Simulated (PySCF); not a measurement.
# CCSDT(Q)/STO-6G run of BH3Cl− (SMILES [BH3-]Cl)

Aim: the energy change on altering one bond length of BH3Cl− at CCSDT(Q)/STO-6G, from 2 runs. The job is set up through a Python script.

The results are computed with PySCF 2.14.0.

16 further runs of the same task are left out: 1 that didn't finish, 15 set aside as unsound or not needed.

## (1) Starting point

BH3Cl−: 5 atoms, total charge -1, spin state singlet. As SMILES, `[BH3-]Cl`. The shape is that of a GFN2-xTB optimisation.

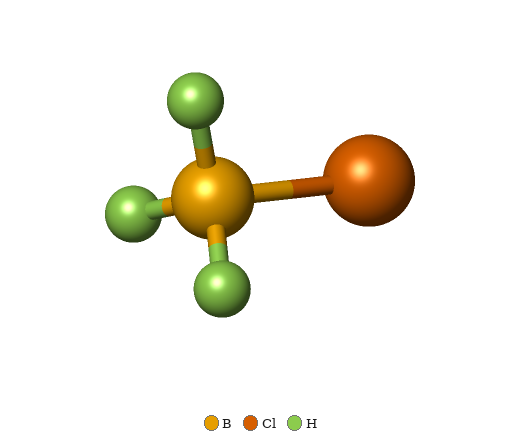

The structure, seen from a chosen angle (boron amber, chlorine orange, hydrogen green).

## (2) The energy at CCSDT(Q)/STO-6G

File job.py:

```python
# [BH3-]Cl
from pyscf import gto, scf, cc

molecule = gto.Mole()
molecule.atom = '''
B    0.082390  -0.047870   0.135930
Cl  -0.845860   0.496450  -1.396970
H    1.223080  -0.254620  -0.203070
H   -0.460100  -1.051350   0.532730
H    0.000500   0.857390   0.931390
'''
molecule.verbose = 3
molecule.max_memory = 1860
molecule.charge = -1
molecule.basis = 'sto-6g'
molecule.build()

hf = scf.RHF(molecule)
hf.conv_tol = 1e-10
hf.kernel()
if not hf.converged:
    hf = hf.newton().run(hf.mo_coeff, hf.mo_occ)

mycc = cc.CCSDT(hf, frozen=6)
mycc.kernel()
e_bracket, e_q = mycc.ccsdt_q()
e_tot = mycc.e_tot + e_q
print('Final energy', e_tot)
```

Started as:

```console
$ OMP_NUM_THREADS=1 python job.py
```

Output:

```text
converged SCF energy = -484.324196297451
_make_eris_incore_RCCSDT

WARN: A large `blksize` is being used, which may cause large memory consumption
      for storing contraction intermediates. If memory is sufficient, consider using
      `pyscf.cc.rccsdt_highm.RCCSDT` instead.

RCCSDT converged
E(RCCSDT) = -484.3880199589396   E_corr = -0.06382366148904763
E_corr(same-spin) = -0.00174237606280135
E_corr(oppo-spin) = -0.0620812854262463
_make_eris_incore_RCCSDT
Final energy -484.3879890111555
```

Wall time 1.4 s (1 thread of Intel Xeon Platinum 8488C (Sapphire Rapids), shared host); peak memory 0.1 GiB.

## (3) The distorted shape at the same level

File geometry.xyz:

```xyz
5

B      0.733377     1.156304    -0.340229
Cl    -0.194873     1.700624    -1.873129
H      1.874067     0.949554    -0.679229
H     -0.460100    -1.051350     0.532730
H      0.651487     2.061564     0.455231
```

File run.py:

```python
from pyscf import gto, scf, cc

mol = gto.Mole()
mol.atom = 'geometry.xyz'
mol.basis = 'sto-6g'
mol.verbose = 3
mol.max_memory = 1860
mol.charge = -1
mol.build()

mf = scf.RHF(mol)
mf.conv_tol = 1e-10
mf.kernel()
if not mf.converged:
    mf = mf.newton().run(mf.mo_coeff, mf.mo_occ)

mycc = cc.CCSDT(mf, frozen=6)
mycc.kernel()
e_bracket, e_q = mycc.ccsdt_q()
e_tot = mycc.e_tot + e_q
print('E(%s) = %.9f' % ('CCSDT(Q)', e_tot))
```

Started as:

```console
$ OMP_NUM_THREADS=1 python run.py
```

Output:

```text
converged SCF energy = -484.050400422085
_make_eris_incore_RCCSDT

WARN: A large `blksize` is being used, which may cause large memory consumption
      for storing contraction intermediates. If memory is sufficient, consider using
      `pyscf.cc.rccsdt_highm.RCCSDT` instead.

RCCSDT converged
E(RCCSDT) = -484.1952058885763   E_corr = -0.1448054664909827
E_corr(same-spin) = -0.00305558094992852
E_corr(oppo-spin) = -0.141749885541054
_make_eris_incore_RCCSDT
E(CCSDT(Q)) = -484.194278409
```

It took 1.4 s on 1 thread of Intel Xeon Platinum 8488C (Sapphire Rapids), shared host; peak memory 0.1 GiB.

## (4) Outcome

At CCSDT(Q)/STO-6G, 6 core orbitals frozen:

| quantity | value |
| --- | --- |
| first shape: total energy | -484.38799 Eh |
| first shape: HOMO energy (Hartree–Fock orbitals) | -2.18 eV |
| first shape: LUMO energy (Hartree–Fock orbitals) | 20.90 eV |
| first shape: HOMO–LUMO gap (to an unbound level, set by the basis) | 23.08 eV |
| first shape: correlation energy (6 core orbitals frozen) | -63.8 mEh |
| first shape: T1 diagnostic | 0.005 |
| distorted shape: total energy | -484.19428 Eh |
| distorted shape: HOMO energy (Hartree–Fock orbitals) | 2.21 eV |
| distorted shape: LUMO energy (Hartree–Fock orbitals) | 11.55 eV |
| distorted shape: HOMO–LUMO gap (to an unbound level, set by the basis) | 9.35 eV |
| distorted shape: correlation energy (6 core orbitals frozen) | -143.9 mEh |
| distorted shape: T1 diagnostic | 0.070 |
| energy change with the B1–H4 bond stretched from 1.208 to 2.657 Å | 5.271 eV |

**Reading.** With the B1–H4 bond stretched from 1.208 to 2.657 Å the energy rises by 5.27 eV (122 kcal/mol). The first shape isn't relaxed at this level, so the change isn't measured from a minimum. The minimal basis adds a large error of its own. The T1 diagnostic (distorted shape) of 0.070 is above the customary mark for such species, so a single reference may not serve. The HOMO (distorted shape) lies at positive energy, 2.21 eV: the electron is unbound at this level or held by a compact basis; values depend on the basis.
